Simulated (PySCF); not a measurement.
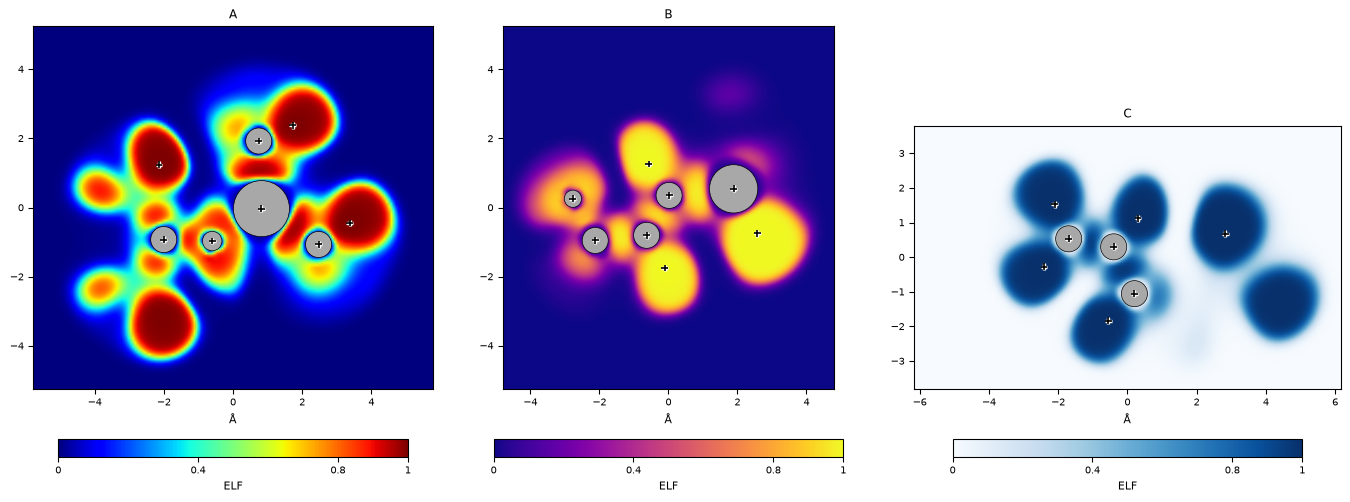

The electron localisation function of 3 systems, each on a plane through atoms (crosses mark nuclei in the plane; grey discs cover the cores).

The calculation used CAM-B3LYP/def2-SVPD, SCF density, gas phase in PySCF.

System 1: C3H8SeSi (SMILES C=CC[Se][SiH3]), the plane of atoms C2, C3 and H10. Geometry: GFN2-xTB.

```xyz
13

C     2.4230    0.1215    0.7358
C     1.1430    0.3128    0.4676
C     0.5642    0.2402   -0.8927
Se   -0.6953   -1.3052   -1.0627
Si   -2.5186   -0.4263   -0.0154
H     3.1373   -0.0892   -0.0430
H     2.8088    0.1745    1.7395
H     0.4416    0.5184    1.2668
H    -0.0201    1.1266   -1.1437
H     1.3284    0.0696   -1.6510
H    -2.0666    0.7171    0.7727
H    -3.4811    0.0177   -1.0204
H    -3.0691   -1.4771    0.8289
```

System 2: C4H7FO2Si (SMILES O=C(O)[SiH2]/C=C/CF), the plane of atoms C5, C6 and C7. Geometry: GFN2-xTB.

| atom | x (Å) | y (Å) | z (Å) |
| --- | --- | --- | --- |
| O | -3.0682 | -0.5454 | 1.4020 |
| C | -2.5357 | 0.0504 | 0.5005 |
| O | -2.7757 | 1.3471 | 0.2680 |
| Si | -1.2574 | -0.6470 | -0.7537 |
| C | 0.3867 | 0.1368 | -0.2908 |
| C | 1.4748 | -0.5285 | 0.0753 |
| C | 2.7800 | 0.0980 | 0.4532 |
| F | 2.7388 | 1.4673 | 0.3957 |
| H | -3.4080 | 1.7112 | 0.9125 |
| H | -1.6845 | -0.1978 | -2.0809 |
| H | -1.2298 | -2.1026 | -0.6195 |
| H | 0.4475 | 1.2193 | -0.3179 |
| H | 1.4907 | -1.6084 | 0.1260 |
| H | 3.0579 | -0.1687 | 1.4811 |
| H | 3.5785 | -0.2236 | -0.2281 |

System 3: C6H15AlO (SMILES [CH3][Al]([CH3])[O]C(C)(C)C), the plane of atoms C2, Al1 and O10. Geometry: PBE0-D3(BJ)/def2-SVP.

```xyz
23

Al    0.6754    1.3096    0.8139
C     2.5224    0.6833    0.9862
H     3.1191    1.3247    1.6546
H     3.0275    0.6734    0.0048
H     2.5740   -0.3479    1.3739
C     0.0369    3.0408    1.4456
H    -0.8710    2.9286    2.0614
H    -0.2440    3.6840    0.5940
H     0.7868    3.5862    2.0401
O    -0.5129    0.3476    0.0595
C    -0.7573   -0.8661   -0.5985
C     0.5078   -1.3582   -1.3020
C    -1.2179   -1.8908    0.4374
C    -1.8628   -0.6165   -1.6229
H     0.3243   -2.2971   -1.8460
H     0.8572   -0.6067   -2.0277
H     1.3152   -1.5374   -0.5754
H    -0.4258   -2.0623    1.1833
H    -1.4649   -2.8566   -0.0295
H    -2.1094   -1.5175    0.9631
H    -1.5358    0.1409   -2.3512
H    -2.7630   -0.2362   -1.1180
H    -2.1245   -1.5360   -2.1685
```

**Match each panel to its system.**

Panel A is system 3, C6H15AlO: the plane holds Al, C, H and O. C–O (1.40 Å): the ELF peaks at about 0.90 between the atoms, as expected for a shared but strongly polarised pair. Panel B is system 2, C4H7FO2Si: the plane holds Si, C, F and H. C–C (1.33 Å): the ELF peaks at about 0.90 between the atoms; a multiple bond. Panel C is system 1, C3H8SeSi: the plane holds C and H. C–C (1.32 Å): the ELF peaks at about 0.95 between the atoms; a multiple bond.
